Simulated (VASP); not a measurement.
# A VASP study of TlNi2S2 (LDA + U): structure first, properties next, part 4 of 13

Aim: relax TlNi2S2, then compute properties on the relaxed cell. The start is a cell from a database of measured crystal structures.

VASP 6.6.1, plane waves and PAW; the level of theory is named at each step.

Still holding for the runs below: The k-mesh is coarse for a metal.

So far. Step 3 (Magnetic order: antiferromagnetic within the cell): The energy lies +22.6 meV an atom from the first pattern. The run ends antiferromagnetic with a largest moment of 0.97 μB, and the mesh shows no gap. Step 4 (Magnetic order: antiferromagnetic, q = (0, 0, 1/2)): The energy lies +1.2 meV an atom from the first pattern. The run ends antiferromagnetic with a largest moment of 0.86 μB, and the mesh shows no gap.

## 5. Magnetic order: antiferromagnetic, q = (1/2, 1/2, 1/2)

Level of this step: LDA, DFT+U (Ni d 5 eV), spin-polarised from an antiferromagnetic start; plane waves and PAW (Tl_d, Ni, S) (VASP).

Next, a pattern with opposite moments, which needs a doubled cell; q is given in the reciprocal vectors of the primitive cell.

INCAR

```
SYSTEM = TlNi2S2
PREC = Accurate
ENCUT = 400
EDIFF = 1E-06
NELM = 100
ISMEAR = 0
SIGMA = 0.05
LREAL = .FALSE.
ALGO = Normal
GGA = CA
NBANDS = 60
ISPIN = 2
MAGMOM = 0 0 1 -1 1 -1 0 0 0 0
LDAU = .TRUE.
LDAUTYPE = 2
LDAUL = -1 2 -1
LDAUU = 0 5 0
LDAUJ = 0 0 0
LDAUPRINT = 1
LASPH = .TRUE.
LMAXMIX = 4
LORBIT = 11
LWAVE = .FALSE.
LCHARG = .FALSE.
KPAR = 8
ISIF = 2
```

POSCAR

```
TlNi2S2
1.0
    3.7920000000      3.7920000000      0.0000000000
   -3.7920000000      3.7920000000      0.0000000000
    1.8960000000      1.8960000000      6.3850000000
Tl Ni S
2 4 4
Direct
    0.0000000000      0.0000000000      0.0000000000
    0.5000000000      0.5000000000      0.0000000000
    0.5000000000      0.7500000000      0.5000000000
    0.0000000000      0.2500000000      0.5000000000
    0.0000000000      0.7500000000      0.5000000000
    0.5000000000      0.2500000000      0.5000000000
    0.6400000000      0.0000000000      0.7200000000
    0.1400000000      0.5000000000      0.7200000000
    0.8600000000      0.5000000000      0.2800000000
    0.3600000000      0.0000000000      0.2800000000
```

KPOINTS

```
Automatic mesh
0
Gamma
5 4 5
0 0 0
```

PAW data sets: Tl_d, Ni and S (LDA family, release 64).

Command:

```bash
$ mpirun -np 8 vasp_std
```

Log:

```text
[... set-up lines as in an earlier step ...]
 entering main loop
       N       E                     dE             d eps       ncg     rms          rms(c)
DAV:   1     0.680872623550E+03    0.68087E+03   -0.34325E+04  6480   0.133E+03
DAV:   2     0.382494349643E+02   -0.64262E+03   -0.61190E+03  6500   0.344E+02
DAV:   3    -0.386810628357E+02   -0.76930E+02   -0.73867E+02  7200   0.133E+02
DAV:   4    -0.426202312923E+02   -0.39392E+01   -0.38900E+01  7584   0.280E+01
DAV:   5    -0.427348128921E+02   -0.11458E+00   -0.11438E+00  7756   0.517E+00    0.205E+01
DAV:   6    -0.432362230487E+02   -0.50141E+00   -0.20510E+01  8084   0.544E+01    0.193E+01
DAV:   7    -0.411283729398E+02    0.21079E+01   -0.90991E+00  7724   0.472E+01    0.785E+00
DAV:   8    -0.413758345671E+02   -0.24746E+00   -0.18579E+00  8952   0.725E+00    0.508E+00
DAV:   9    -0.415378470399E+02   -0.16201E+00   -0.70152E-01  9184   0.614E+00    0.372E+00
DAV:  10    -0.416405441750E+02   -0.10270E+00   -0.21289E-01  9324   0.269E+00    0.372E+00
DAV:  11    -0.414846391019E+02    0.15591E+00   -0.22026E-01  9044   0.308E+00    0.356E+00
DAV:  12    -0.411932847625E+02    0.29135E+00   -0.11863E+00 10340   0.648E+00    0.319E+00
DAV:  13    -0.409727146943E+02    0.22057E+00   -0.76561E+00 10344   0.145E+01    0.492E+00
DAV:  14    -0.412044359304E+02   -0.23172E+00   -0.40920E+00  9448   0.116E+01    0.546E+00
DAV:  15    -0.413111160041E+02   -0.10668E+00   -0.27158E-01  8976   0.288E+00    0.587E+00
DAV:  16    -0.413135596259E+02   -0.24436E-02   -0.18188E-02  7248   0.992E-01    0.594E+00
DAV:  17    -0.413203414010E+02   -0.67818E-02   -0.98376E-02 10296   0.321E+00    0.554E+00
DAV:  18    -0.412979562657E+02    0.22385E-01   -0.34412E-01 10324   0.560E+00    0.540E+00
DAV:  19    -0.412598299516E+02    0.38126E-01   -0.57593E-01 10100   0.858E+00    0.484E+00
DAV:  20    -0.411703750578E+02    0.89455E-01   -0.50063E-01  9508   0.794E+00    0.290E+00
DAV:  21    -0.413218493955E+02   -0.15147E+00   -0.41898E+00 10336   0.102E+01    0.220E+00
DAV:  22    -0.419391728001E+02   -0.61732E+00   -0.55669E+00 10536   0.137E+01    0.409E+00
DAV:  23    -0.419872788461E+02   -0.48106E-01   -0.42596E-01  7896   0.342E+00    0.413E+00
DAV:  24    -0.419898848728E+02   -0.26060E-02   -0.22938E-02  7308   0.881E-01    0.405E+00
DAV:  25    -0.419839005450E+02    0.59843E-02   -0.37803E-03 10160   0.624E-01    0.395E+00
DAV:  26    -0.419749072945E+02    0.89933E-02   -0.21231E-03  8548   0.340E-01    0.390E+00
DAV:  27    -0.418799998627E+02    0.94907E-01   -0.39998E-02 10140   0.176E+00    0.356E+00
DAV:  28    -0.417830767751E+02    0.96923E-01   -0.27583E-02  9688   0.143E+00    0.339E+00
DAV:  29    -0.418847377277E+02   -0.10166E+00   -0.41327E-02  9720   0.169E+00    0.345E+00
DAV:  30    -0.419291827090E+02   -0.44445E-01   -0.18426E-02  9656   0.153E+00    0.312E+00
[...]
DAV:  43    -0.422013824249E+02   -0.17665E-02   -0.62978E-03 10624   0.734E-01    0.930E-02
DAV:  44    -0.422008749759E+02    0.50745E-03   -0.31215E-03  9720   0.499E-01    0.960E-02
DAV:  45    -0.422011870519E+02   -0.31208E-03   -0.33687E-04  8868   0.224E-01    0.775E-02
DAV:  46    -0.422010360662E+02    0.15099E-03   -0.91784E-05  8736   0.877E-02    0.970E-02
DAV:  47    -0.422015042485E+02   -0.46818E-03   -0.16171E-03  9752   0.374E-01    0.557E-02
DAV:  48    -0.422015278798E+02   -0.23631E-04   -0.17209E-04  7272   0.971E-02    0.307E-02
DAV:  49    -0.422015346905E+02   -0.68107E-05   -0.10210E-05  6896   0.227E-02    0.239E-02
DAV:  50    -0.422015383953E+02   -0.37048E-05   -0.11733E-06  4008   0.938E-03    0.212E-02
DAV:  51    -0.422015370403E+02    0.13550E-05   -0.54258E-06  5672   0.262E-02    0.157E-02
DAV:  52    -0.422015409364E+02   -0.38961E-05   -0.15980E-06  3596   0.185E-02    0.116E-02
DAV:  53    -0.422015463130E+02   -0.53765E-05   -0.11158E-05  6728   0.308E-02    0.545E-03
DAV:  54    -0.422015468029E+02   -0.48992E-06   -0.34752E-06  5720   0.108E-02
   1 F= -.42201547E+02 E0= -.42198555E+02  d E =-.598285E-02  mag=     0.0000
```

Wall time 4.7 min (8 MPI ranks of AMD EPYC 7R43, shared host); peak memory 3.2 GiB.

OUTCAR, selected parts (step 5):

```text
   k-points           NKPTS =     27   k-points in BZ     NKDIM =     27   number of bands    NBANDS=     60

   ENCUT  =  400.0 eV  29.40 Ry    5.42 a.u.   8.75  8.75 11.29*2*pi/ulx,y,z

   NELECT =      90.0000    total number of electrons

atom =   3  type =  2  l = 2

 onsite density matrix

spin component  1

  0.9471  0.0000 -0.0010 -0.0000  0.0000
  0.0000  0.9477 -0.0000 -0.0214 -0.0000
 -0.0010 -0.0000  0.9495  0.0000 -0.0000
 -0.0000 -0.0214  0.0000  0.9477  0.0000
  0.0000 -0.0000 -0.0000  0.0000  0.9370

spin component  2

  0.9300 -0.0000  0.0057  0.0000 -0.0000
 -0.0000  0.5112 -0.0000  0.3549  0.0000
  0.0057 -0.0000  0.9458  0.0000  0.0000
  0.0000  0.3549  0.0000  0.5112 -0.0000
 -0.0000  0.0000  0.0000 -0.0000  0.9100

 occupancies and eigenvectors

  o =  0.1563  v =  0.0000  0.0000  0.0000  0.0000  0.0000  0.0000 -0.7071  0.0000  0.7071 -0.0000      0.0000  0.0000  0.0000  0.0000  0.0000  0.0000  0.0000  0.0000  0.0000  0.0000
  o =  0.8661  v =  0.0000  0.0000  0.0000  0.0000  0.0000  0.0000 -0.7071 -0.0000 -0.7071  0.0000      0.0000  0.0000  0.0000  0.0000  0.0000  0.0000  0.0000  0.0000  0.0000  0.0000
  o =  0.9100  v =  0.0000  0.0000  0.0000  0.0000  0.0000  0.0000 -0.0000 -0.0000 -0.0000 -1.0000      0.0000  0.0000  0.0000  0.0000  0.0000  0.0000  0.0000  0.0000  0.0000  0.0000
  o =  0.9264  v = -0.0000  0.7071 -0.0000  0.7071  0.0000  0.0000  0.0000  0.0000  0.0000  0.0000      0.0000  0.0000  0.0000  0.0000  0.0000  0.0000  0.0000  0.0000  0.0000  0.0000
  o =  0.9281  v =  0.0000  0.0000  0.0000  0.0000  0.0000 -0.9515  0.0000  0.3077  0.0000 -0.0000      0.0000  0.0000  0.0000  0.0000  0.0000  0.0000  0.0000  0.0000  0.0000  0.0000
  o =  0.9370  v =  0.0000 -0.0000  0.0000 -0.0000  1.0000  0.0000  0.0000  0.0000  0.0000  0.0000      0.0000  0.0000  0.0000  0.0000  0.0000  0.0000  0.0000  0.0000  0.0000  0.0000
  o =  0.9467  v = -0.9401 -0.0000 -0.3409 -0.0000  0.0000  0.0000  0.0000  0.0000  0.0000  0.0000      0.0000  0.0000  0.0000  0.0000  0.0000  0.0000  0.0000  0.0000  0.0000  0.0000
  o =  0.9477  v =  0.0000  0.0000  0.0000  0.0000  0.0000  0.3077  0.0000  0.9515  0.0000 -0.0000      0.0000  0.0000  0.0000  0.0000  0.0000  0.0000  0.0000  0.0000  0.0000  0.0000
  o =  0.9498  v = -0.3409 -0.0000  0.9401  0.0000 -0.0000  0.0000  0.0000  0.0000  0.0000  0.0000      0.0000  0.0000  0.0000  0.0000  0.0000  0.0000  0.0000  0.0000  0.0000  0.0000
  o =  0.9691  v = -0.0000  0.7071  0.0000 -0.7071  0.0000  0.0000  0.0000  0.0000  0.0000  0.0000      0.0000  0.0000  0.0000  0.0000  0.0000  0.0000  0.0000  0.0000  0.0000  0.0000

atom =   4  type =  2  l = 2

 onsite density matrix

spin component  1

  0.9300 -0.0000  0.0057  0.0000 -0.0000
 -0.0000  0.5112 -0.0000  0.3549 -0.0000
  0.0057 -0.0000  0.9458  0.0000  0.0000
  0.0000  0.3549  0.0000  0.5112 -0.0000
 -0.0000 -0.0000  0.0000 -0.0000  0.9100

spin component  2

  0.9471 -0.0000 -0.0010 -0.0000  0.0000
 -0.0000  0.9477 -0.0000 -0.0214 -0.0000
 -0.0010 -0.0000  0.9495 -0.0000  0.0000
 -0.0000 -0.0214 -0.0000  0.9477  0.0000
  0.0000 -0.0000  0.0000  0.0000  0.9370

 occupancies and eigenvectors

  o =  0.1563  v = -0.0000 -0.7071  0.0000  0.7071 -0.0000  0.0000  0.0000  0.0000  0.0000  0.0000      0.0000  0.0000  0.0000  0.0000  0.0000  0.0000  0.0000  0.0000  0.0000  0.0000
  o =  0.8661  v = -0.0000 -0.7071  0.0000 -0.7071  0.0000  0.0000  0.0000  0.0000  0.0000  0.0000      0.0000  0.0000  0.0000  0.0000  0.0000  0.0000  0.0000  0.0000  0.0000  0.0000
  o =  0.9100  v =  0.0000  0.0000 -0.0000  0.0000  1.0000  0.0000  0.0000  0.0000  0.0000  0.0000      0.0000  0.0000  0.0000  0.0000  0.0000  0.0000  0.0000  0.0000  0.0000  0.0000
  o =  0.9264  v =  0.0000  0.0000  0.0000  0.0000  0.0000  0.0000  0.7071 -0.0000  0.7071 -0.0000      0.0000  0.0000  0.0000  0.0000  0.0000  0.0000  0.0000  0.0000  0.0000  0.0000
[...]
o =  0.9100  v =  0.0000 -0.0000 -0.0000 -0.0000 -1.0000  0.0000  0.0000  0.0000  0.0000  0.0000      0.0000  0.0000  0.0000  0.0000  0.0000  0.0000  0.0000  0.0000  0.0000  0.0000
  o =  0.9264  v =  0.0000  0.0000  0.0000  0.0000  0.0000  0.0000 -0.7071  0.0000 -0.7071  0.0000      0.0000  0.0000  0.0000  0.0000  0.0000  0.0000  0.0000  0.0000  0.0000  0.0000
  o =  0.9281  v =  0.9515 -0.0000 -0.3077 -0.0000  0.0000  0.0000  0.0000  0.0000  0.0000  0.0000      0.0000  0.0000  0.0000  0.0000  0.0000  0.0000  0.0000  0.0000  0.0000  0.0000
  o =  0.9370  v =  0.0000  0.0000  0.0000  0.0000  0.0000  0.0000 -0.0000  0.0000 -0.0000 -1.0000      0.0000  0.0000  0.0000  0.0000  0.0000  0.0000  0.0000  0.0000  0.0000  0.0000
  o =  0.9467  v =  0.0000  0.0000  0.0000  0.0000  0.0000 -0.9401 -0.0000 -0.3409 -0.0000 -0.0000      0.0000  0.0000  0.0000  0.0000  0.0000  0.0000  0.0000  0.0000  0.0000  0.0000
  o =  0.9477  v = -0.3077 -0.0000 -0.9515 -0.0000  0.0000  0.0000  0.0000  0.0000  0.0000  0.0000      0.0000  0.0000  0.0000  0.0000  0.0000  0.0000  0.0000  0.0000  0.0000  0.0000
  o =  0.9498  v =  0.0000  0.0000  0.0000  0.0000  0.0000  0.3409  0.0000 -0.9401 -0.0000 -0.0000      0.0000  0.0000  0.0000  0.0000  0.0000  0.0000  0.0000  0.0000  0.0000  0.0000
  o =  0.9691  v =  0.0000  0.0000  0.0000  0.0000  0.0000 -0.0000  0.7071  0.0000 -0.7071  0.0000      0.0000  0.0000  0.0000  0.0000  0.0000  0.0000  0.0000  0.0000  0.0000  0.0000

 E-fermi :   5.8497

 spin component 1
 k-point     1 :       0.0000    0.0000    0.0000
  band No.  band energies     occupation
    ...
     40       4.1415      1.00000
     41       4.2333      1.00000
     42       4.3021      1.00000
     43       4.7254      1.00000
     44       5.0963      1.00000
     45       6.0064      0.00000
     46       6.0805      0.00000
     47       6.3415      0.00000
     48       7.6401      0.00000
     49       7.8044      0.00000
    ...

 k-point     2 :       0.2000    0.0000    0.0000
  band No.  band energies     occupation
    ...
     41       4.4413      1.00000
     42       4.5648      1.00000
     43       4.9001      1.00000
     44       4.9832      1.00000
     45       5.7459      0.99834
     46       6.0489      0.00000
     47       6.6841      0.00000
     48       7.8182      0.00000
     49       7.9947      0.00000
     50       8.1363      0.00000
    ...

  Total       -9.2786123     -9.2786123     -7.4398622     -0.1710352     -0.0000000      0.0000000
  in kB      -80.9591719    -80.9591719    -64.9154273     -1.4923425     -0.0000000      0.0000000
  external PRESSURE =     -75.6112570 kB  Pullay stress =       0.0000000 kB

 POSITION                                       TOTAL-FORCE (eV/Angst)
 -----------------------------------------------------------------------------------
      0.00000      0.00000      0.00000         0.000000      0.000000      0.000000
      0.00000      3.79200      0.00000         0.000000      0.000000      0.000000
      0.00000      5.68800      3.19250         0.000000      0.000000      0.000000
      0.00000      1.89600      3.19250        -0.000000     -0.000000      0.000000
     -1.89600      3.79200      3.19250        -0.000000     -0.000000      0.000000
      1.89600      3.79200      3.19250        -0.000000     -0.000000      0.000000
      3.79200      3.79200      4.59720        -0.000000     -0.000000     -1.185654
     -0.00000      3.79200      4.59720        -0.000000     -0.000000     -1.185654
      1.89600      5.68800      1.78780         0.000000      0.000000      1.185654
      1.89600      1.89600      1.78780         0.000000      0.000000      1.185654
 -----------------------------------------------------------------------------------
    total drift:                               -0.000000      0.000000      0.000000

  FREE ENERGIE OF THE ION-ELECTRON SYSTEM (eV)
  ---------------------------------------------------
  free  energy   TOTEN  =       -42.2015468029 eV

  energy  without entropy=      -42.1955639493  energy(sigma->0) =      -42.19855538

 magnetization (x)
# of ion       s       p       d       tot
------------------------------------------
    1        0.000   0.000   0.000   0.000
    2        0.000   0.000   0.000   0.000
    3        0.004   0.012   0.921   0.937
    4       -0.004  -0.012  -0.921  -0.937
    5        0.004   0.012   0.921   0.937
    6       -0.004  -0.012  -0.921  -0.937
    7        0.000   0.000   0.000   0.000
    8        0.000   0.000   0.000   0.000
    9        0.000   0.000   0.000   0.000
   10        0.000   0.000   0.000   0.000
--------------------------------------------------
tot          0.000   0.000  -0.000  -0.000

[... 15 further parts left out ...]
```

At this level the cell is under a tension of 7.6 GPa, so at these settings it is away from equilibrium.

This step gave:

```yaml
electronic_cycles: 54
irreducible_k_points: 27
symmetry_operations: 8
free_energy_toten: -42.20 eV
energy_at_zero_smearing: -42.20 eV
fermi_energy: 5.850 eV
pressure: -7.561 GPa
```

Spin moment in the PAW sphere by atom:

| atom | spin moment in the PAW sphere (μB) |
| --- | --- |
| Tl1 | 0.000 |
| Tl2 | 0.000 |
| Ni3 | 0.937 |
| Ni4 | -0.937 |
| Ni5 | 0.937 |
| Ni6 | -0.937 |
| S7 | 0.000 |
| S8 | 0.000 |
| S9 | 0.000 |
| S10 | 0.000 |

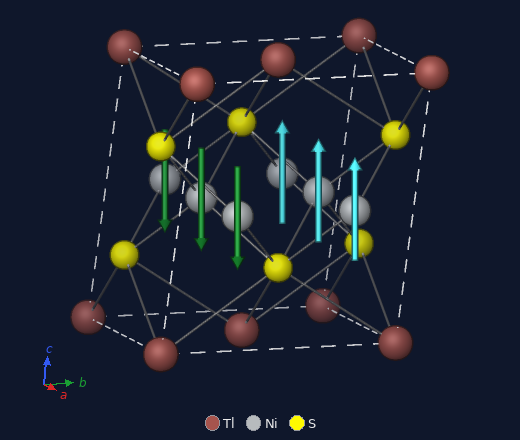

Spin moment in the PAW sphere as arrows, the longest 0.937 μB. Up and down stand for the sign. Arrows give size and sign along the axis of quantisation, drawn up and down the page. The two directions have two colours. Some periodic images of atoms are drawn too.

Force by atom:

| atom | x (eV/Å) | y (eV/Å) | z (eV/Å) | size |
| --- | --- | --- | --- | --- |
| Tl1 | 0.00 | 0.00 | 0.00 | 0.00 |
| Tl2 | 0.00 | 0.00 | 0.00 | 0.00 |
| Ni3 | 0.00 | 0.00 | 0.00 | 0.00 |
| Ni4 | 0.00 | 0.00 | 0.00 | 0.00 |
| Ni5 | 0.00 | 0.00 | 0.00 | 0.00 |
| Ni6 | 0.00 | 0.00 | 0.00 | 0.00 |
| S7 | 0.00 | 0.00 | -1.19 | 1.19 |
| S8 | 0.00 | 0.00 | -1.19 | 1.19 |
| S9 | 0.00 | 0.00 | 1.19 | 1.19 |
| S10 | 0.00 | 0.00 | 1.19 | 1.19 |

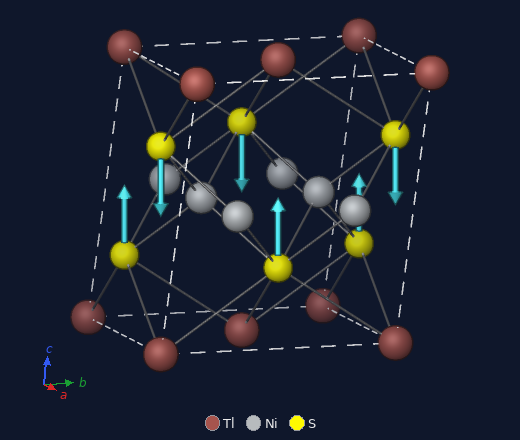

Force as arrows, the longest 1.19 eV/Å. Some periodic images of atoms are drawn too.

The energy lies -37.3 meV an atom from the first pattern. The run ends antiferromagnetic with a largest moment of 0.94 μB, and the mesh shows no gap.

(Continued in part 5 of 13.)

[Lines on the potential files, build, host, timing and source positions are cut from VASP's logs without a mark.]

[Logs are printed without paths, hosts, clocks, repeated set-up lines and the standing remarks that a program may print on its own settings, such as how far it seeks lower states.]

[Hosts, paths, dates, database ids (printed as entryN), source tags and the programs' standing remarks are cut or masked in the printed files.]

[A measured line is paired with the nearest computed mode of its activity, which favours agreement.]

[In band tables of VASP the shares of atoms and orbitals are scaled to a sum of 1 inside the atoms' spheres.]
